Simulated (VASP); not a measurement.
Band structure of CoSi$_{2}$ (fluorite). These are PBE GGA, VASP's PBE PAW potentials (set 64) (plane waves; VASP 6.6.1) values and carry that method's errors.

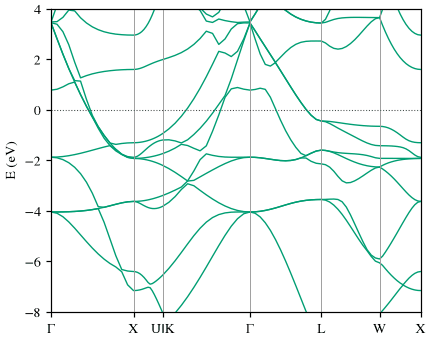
Bands along high-symmetry lines, zero at the valence-band maximum or, without a gap, the Fermi level

Read the plot: is there a gap, and where are the band edges?

It has no gap at this level: it comes out as a metal or semimetal. (Edges off the drawn lines would not show.)

The compound is CoSi2 in the fluorite structure. It was relaxed first. The run is not spin-polarised, so no magnetic state was tried. The electron count is odd and the run is not spin-polarised, which forces a metal.
